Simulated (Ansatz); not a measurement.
The reference is LiNbO₃ (space group R3c, No. 161; a = 5.137 Å, c = 13.885 Å (hexagonal axes)).

Structures relaxed with DFT with r2SCAN, PAW potentials and a 500 eV plane-wave cutoff in Ansatz (a program for electronic structure), spin-orbit coupling left out.

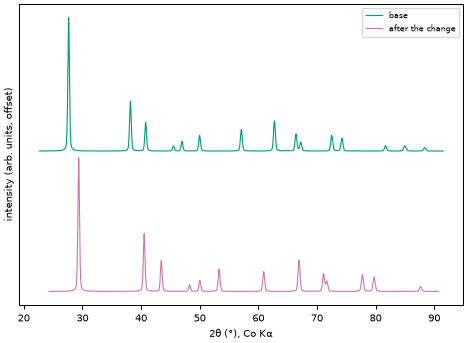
Figure. Simulated powder patterns before (top) and after one change

Problem. Which change produced these results?
A. pressure −1 GPa
B. pressure −2 GPa
C. pressure 30 GPa
D. pressure 22.5 GPa

Solution. C, pressure 30 GPa. Its volume per atom is 8.87 Å³ against 10.58 Å³, and its space group is R3c (No. 161).

Load acts through the strain it causes; cell and atoms are relaxed under it. Whether these cells are dynamically stable was not tested. No other phases were tried under pressure.
